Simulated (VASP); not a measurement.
Band structure of Be2C (space group Fm-3m). All values below come from PBE GGA, VASP's PBE PAW potentials (set 64) (plane waves; VASP).

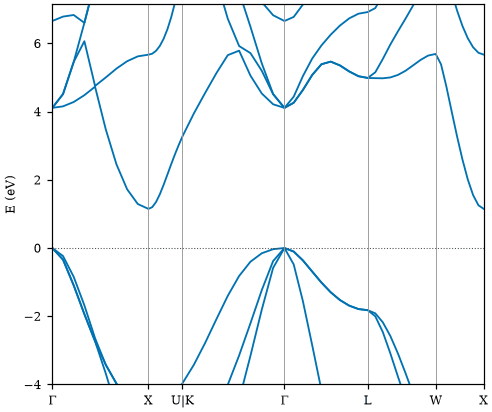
Bands along high-symmetry lines, zero at the valence-band maximum or, without a gap, the Fermi level

**Question.** Read the plot: is there a gap, and where are the band edges?

**Answer.** The gap is indirect, 1.15 eV, from the valence maximum at Γ to the conduction minimum at X.

The structure is a typed Be2C crystal (Fm-3m). The cell was not relaxed at this level.
